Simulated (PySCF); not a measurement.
**FH, SMILES `F`: what the electrons do**

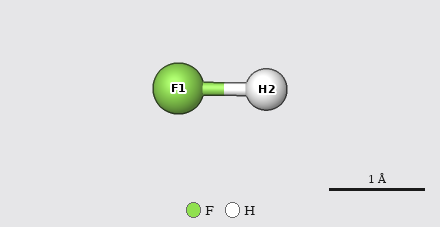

The molecule, with its atoms numbered as below. No frequency check shows the geometry to be a minimum.

Geometry (Å), atoms numbered from 1:

```
F1       0.0932    0.0000    0.0000
H2      -0.8392    0.0000    0.0000
```

## 1. Bonding charge

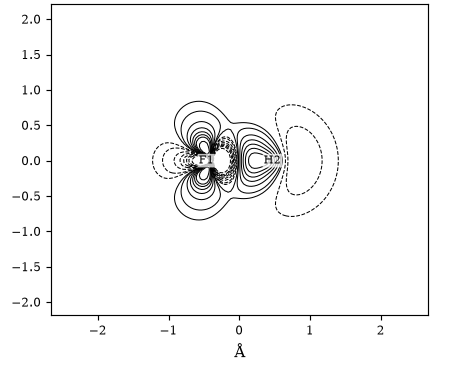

Deformation density (molecule less spherical, spin-averaged free atoms) in a plane that holds the bond; contours at ±0.05 to ±0.8 e/Å³; solid lines: gain, dashed lines: loss.

Level of theory: B3LYP/def2-SVPD (PySCF), at a geometry from GFN2-xTB.

> Describe the bonding that the map shows.

F1–H2: +0.69 e/Å³ at the bond critical point (bond length 0.93 Å). In all, 0.4 electrons gather in the regions of gain relative to the promolecule.

> Where do the Hirshfeld charges lie?

The highest Hirshfeld charge is on H2 (+0.21 e), the lowest on F1 (−0.21 e).

## 2. Bond critical points

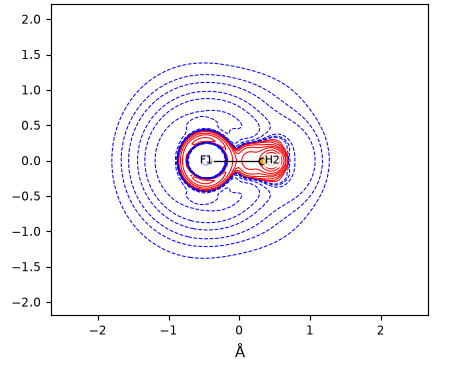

Negative Laplacian of the density (−∇²ρ) in a plane that holds the bond (solid red lines positive, dashed blue lines negative, contours at ±0.02 to ±8 a.u.), with bond paths and bond critical points (dots).

> At which bond critical points in this plane is charge locally concentrated, and at which depleted?

Concentrated (∇²ρ < 0): F1–H2 (−3.22 a.u.). At none is it depleted.

> Where along F1–H2 does the critical point lie?

0.78 Å from F1 and 0.15 Å from H2.

## 3. Electrostatic potential

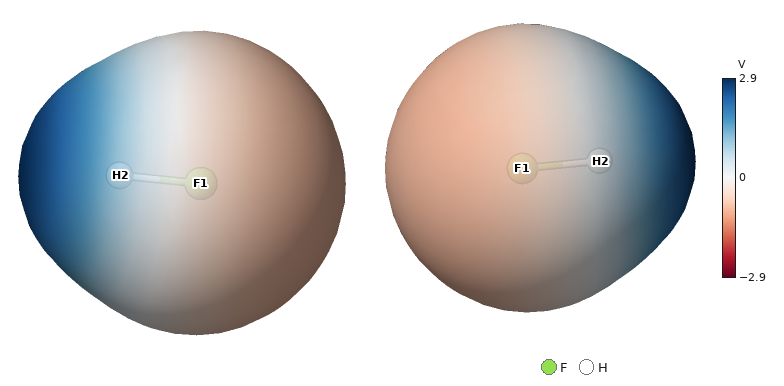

Electrostatic potential on the surface of electron density 0.001 a.u. (back view left, front view right).

> Where are the extremes of the potential on the surface?

Highest: 2.89 V, 1.1 Å from H2. Further maxima include −0.88 V, 1.6 Å from F1. Lowest: −0.92 V, 1.6 Å from F1, and at like points elsewhere. The surface is sampled at points, so like sites can differ by a few per cent and only the strongest of them is named.

> What volume does the surface enclose, and what is the dipole moment?

About 22 Å³; the dipole moment is 1.9 D.

## 4. In an electric field

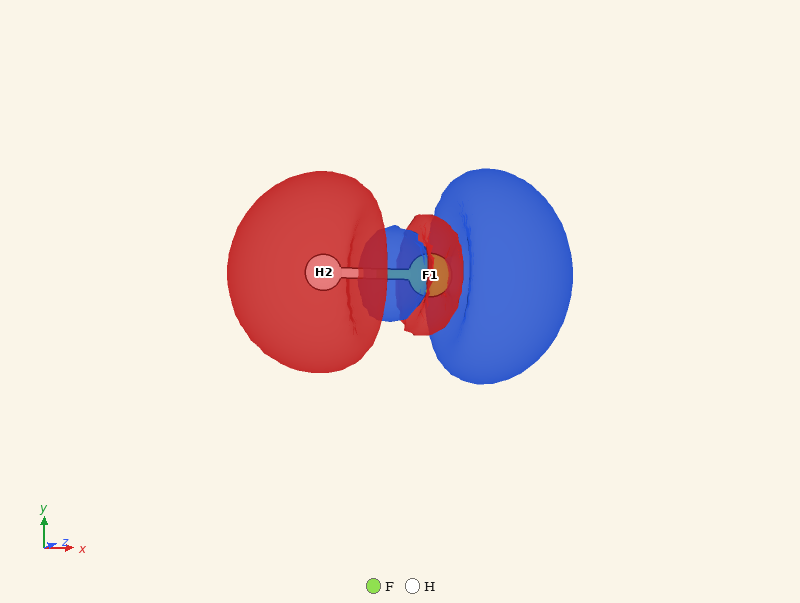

Change of the electron density in a uniform field of 0.21 V/Å, surfaces at ±0.001 e/Å³ (blue: gain, red: loss).

Computed with PySCF, B3LYP/def2-SVPD, geometry: GFN2-xTB.

The field was applied in both directions; the picture shows the one opposite to the script's first.

> Along which Cartesian direction does the field point?

Along −x: electrons gather on the +x side, against the field.

> What dipole is induced, and what polarisability does it imply?

The induced dipole is 0.07 D (along the field); α along this axis, from the fields in both directions, is 7 bohr³ (1.0 Å³).
